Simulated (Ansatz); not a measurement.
# FH4OSi2 (charge −1): what the fields show

Input file:

```
crystal:
  periodic: [false, false, false]
  atoms:
    - {symbol: F, position_ang: [0.340347, 3.201976, -0.089248]}
    - {symbol: O, position_ang: [-0.938647, 2.325969, 2.048246]}
    - {symbol: Si, position_ang: [-0.116309, 3.809307, 1.483048]}
    - {symbol: Si, position_ang: [-1.959296, 1.298229, 1.276811]}
    - {symbol: H, position_ang: [-1.419885, 4.506943, 0.952161]}
    - {symbol: H, position_ang: [-2.763945, 0.529005, 2.290350]}
    - {symbol: H, position_ang: [-1.259920, 0.260280, 0.448671]}
    - {symbol: H, position_ang: [-2.942297, 1.987732, 0.377833]}
basis:
  gaussian:
    orbitals: def2-TZVPD
total_charge: -1
hamiltonian:
  xc: pbe0
output:
  forces: true
  orbitals: {seedname: orbitals}
```

Command:

```sh
ansatz run input.yaml --threads 2 --pin off --max-ram 4350MiB --events-out events.jsonl --progress --plain --runs-dir runs
```

Geometry: B3LYP-D3(BJ)/def2-SVPD.

All numbers below come from Ansatz, isolated molecule in a Gaussian basis; Kohn-Sham density functional theory, functional PBE0.

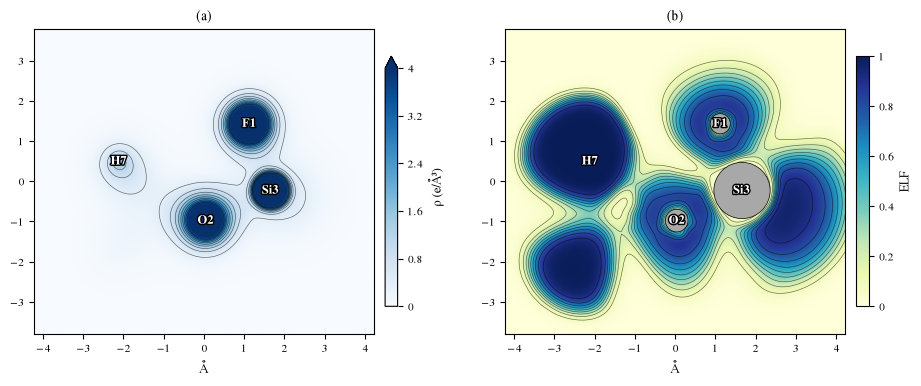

Figure 1. (a) total electron density; (b) electron localisation function on the plane of atoms F1, Si3 and O2. Grey discs cover the atomic cores in the ELF map.

### What does the map show?

- The section cuts through F, O, Si and H sites.
- Si–F (1.75 Å): ρ is about 0.82 e/Å³ halfway; the ELF peaks at about 0.85 in the valence shell of F, 0.5 Å from its nucleus, and is about 0.50 at the midpoint.
- Si–O (1.79 Å): the density is about 0.84 e/Å³ at the midpoint; the ELF peaks at about 0.85 between the atoms: a shared but strongly polarised pair.
- The ELF also peaks beside O2, Si3 and F1, away from the bonds: lone-pair regions.

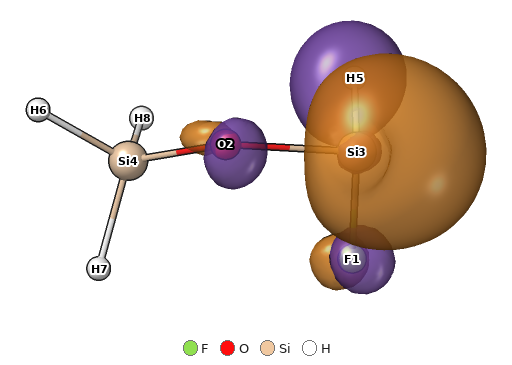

Figure 2. The HOMO at ±0.15 Å⁻³ᐟ² (orange and purple are the two phases), seen across its widest extent.

### Describe this orbital and give its energy.

Its weight (Hirshfeld) is mainly on Si3 (about 70 %), H5 (about 15 %) and F1 (about 5 %). Its energy is −0.50 eV.

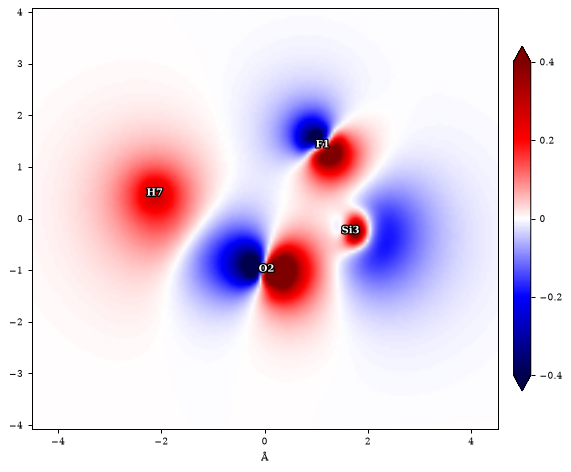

Figure 3. The HOMO−1 on the plane of atoms F1, Si3 and O2 (values in Å⁻³ᐟ²; the overall sign is arbitrary).

### Where does this orbital lie, and at what energy?

By Hirshfeld shares it lies mainly on O2 (about 40 %), Si3 (about 20 %), H5 (about 15 %), Si4 (about 10 %) and F1 (about 5 %). Its energy is −3.92 eV.
